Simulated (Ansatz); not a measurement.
# The pair ClH···CO₂: a pair, distance and turn

A grid of calculations on the pair ClH···CO₂, to see where the energy is lowest and how it rises around there.

Program: Ansatz 0.2.0. Level of theory: RKS PBE0-D4/def2-SVPD. These are calculated values, not measurements.

**1. The starting structure**

5 atoms, charge 0, spin multiplicity 1.

Atoms are counted from 1 here; the program's logs count them from 0.

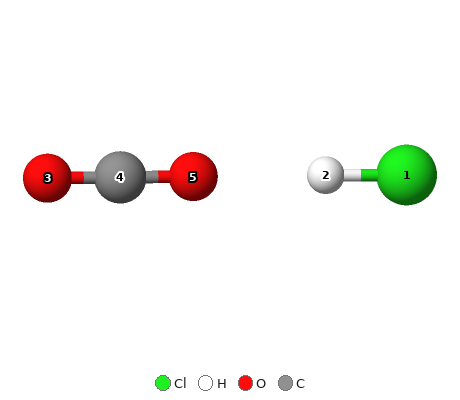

The starting geometry (chlorine green, hydrogen white, oxygen red, carbon grey); atoms are numbered from 1 in the order of the file.

As a file:

```xyz
5
charge 0, multiplicity 1
Cl   -0.0368   -0.0092   -3.0251
H    -0.0197   -0.0124   -1.7231
O     0.0320    0.0148    2.7555
C     0.0189    0.0073    1.5839
O     0.0057   -0.0005    0.4086
```

This geometry comes from a loose relaxation at PBE in a small basis, which is not shown.

**5. Plan of the scan**

First coordinate, distance O5···Cl1: 11 values from 2.882 to 5.482 Å. Second coordinate, turn of Cl1, H2 about its own atom Cl1: 10 values from −180 to 144 °, periodic.

Nothing else is relaxed (both partners rigid). Energies count from the two partners far apart, frozen as in the relaxed pair, each in its own basis (no counterpoise correction). Points are written as (first, second).

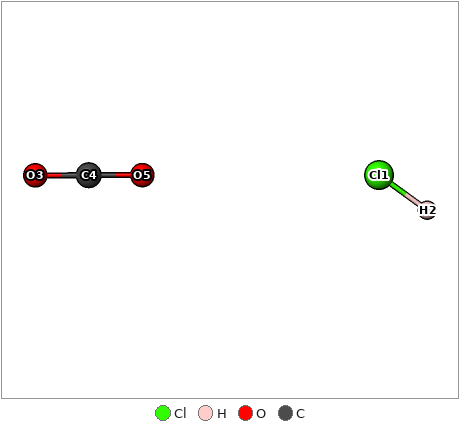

The geometry at (5.125 Å, 144°).

(The set-up runs are not shown.)

**6. Grid point (5.125 Å, 144°)**

Input file input.yaml:

```yaml
crystal:
  periodic: [false, false, false]
  atoms:
    - { symbol: Cl, position_ang: [-0.056299, -0.020096, -4.706223] }
    - { symbol: H, position_ang: [-0.303773, 0.696185, -5.751223] }
    - { symbol: O, position_ang: [0.032132, 0.01345, 2.73612] }
    - { symbol: C, position_ang: [0.018883, 0.006862, 1.579343] }
    - { symbol: O, position_ang: [0.005532, 0.000158, 0.418364] }
basis:
  gaussian: { orbitals: def2-SVPD }
hamiltonian:
  xc: pbe0
  dispersion: d4
output:
  forces: true
```

Command:

```
$ ansatz run input.yaml --threads 1 --pin off --max-ram 2560MiB --backend cpu --events-out ev --progress --plain --runs-dir out
```

Further runs follow: all other points of the grid.

**Question.** What will these runs give? Wanted: lowest point; highest computed point; largest force on an atom.

As calculated:

| quantity | value |
| --- | --- |
| lowest point | (3.364 Å, 0°), −935 cm⁻¹ |
| highest computed point | (2.882 Å, 0°), 1504 cm⁻¹ above the lowest |
| largest force on an atom (eV/Å) | 0.03 at (3.364 Å, 0°) to 0.81 at (2.882 Å, 0°); 0.03 at the lowest point |
| time for the whole task | 15 min on 1 thread, shared host |

In words: The lowest computed point is at (3.364 Å, 0°), −935 cm⁻¹ from the two partners far apart, frozen as in the relaxed pair, each in its own basis (no counterpoise correction). The grid is coarse, so the true minimum lies between grid points and may sit elsewhere than the lowest one. A higher local minimum lies near (3.155 Å, −180°) (585 cm⁻¹ above the lowest at that grid point). The highest computed point, (2.882 Å, 0°), lies 1504 cm⁻¹ above the lowest. On the interpolated surface the easiest way out of the lowest well to the well at (3.155 Å, −180°) passes a barrier of about 860 cm⁻¹. Round the minimum the two coordinates are nearly uncoupled. Without a counterpoise correction the wells come out somewhat too deep.
